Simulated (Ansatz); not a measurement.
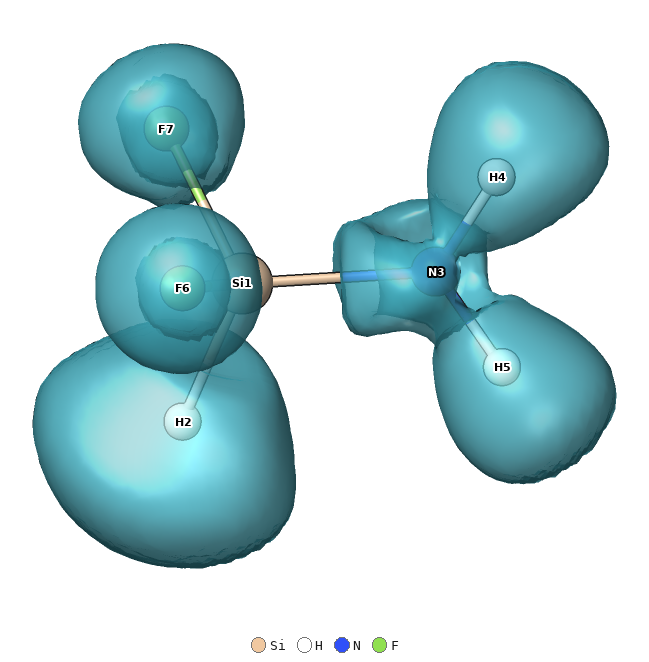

F2H3NSi. Isosurface of the electron localisation function at 0.8 (cyan), seen across its widest extent. Core shells and regions of very low density are left out.

All numbers below come from RKS PBE0-D4/def2-SVP (Ansatz 0.2.0).

```xyz
7

Si    0.0797   -0.0004    0.0053
H     0.0330    0.3308    1.4420
N     1.6806   -0.0746   -0.5418
H     1.9338   -0.4316   -1.4555
H     2.4004    0.5167   -0.1454
F    -0.8429    1.0736   -0.7770
F    -0.6341   -1.4144   -0.2979
```

What do the ELF domains correspond to?

The surface consists of one region around a hydrogen nucleus, two regions wrapped around F (its lone pairs, merged into a ring or cap) and one joined region spread over several atoms (H, N), in which their bonds and any lone pairs are merged. Along the contacts the grid gives the following. Si–F (1.61 Å): the ELF peaks at about 0.85 in the valence shell of F, 0.6 Å from its nucleus, and is about 0.50 at the midpoint. Si–N (1.69 Å): the ELF peaks at about 0.90 between the atoms, as expected for a polar covalent bond.
